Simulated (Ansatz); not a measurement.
```xyz
4
charge -1, multiplicity 1
O    -1.2588   -0.8641    1.1013
Ga    0.2486    0.0848    0.3199
F    -2.5772   -0.7904    0.4871
F    -0.5045    0.9136   -1.1506
```

Work out the structure from the coordinates.

It has 4 atoms: 1 gallium, 1 oxygen and 2 fluorine (GaOF₂⁻). This geometry has Cs symmetry. All atoms lie on one plane. Coordination: 1 O bent; 1 Ga bent.

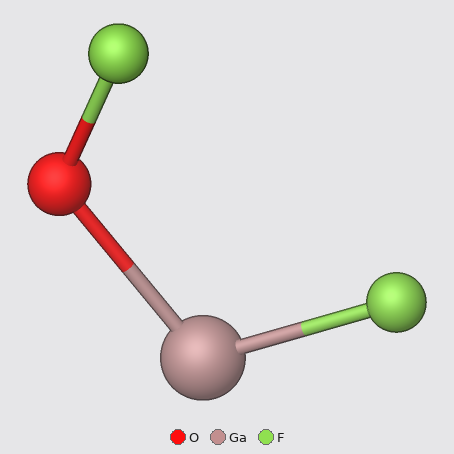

Figure made from data computed with Ansatz.
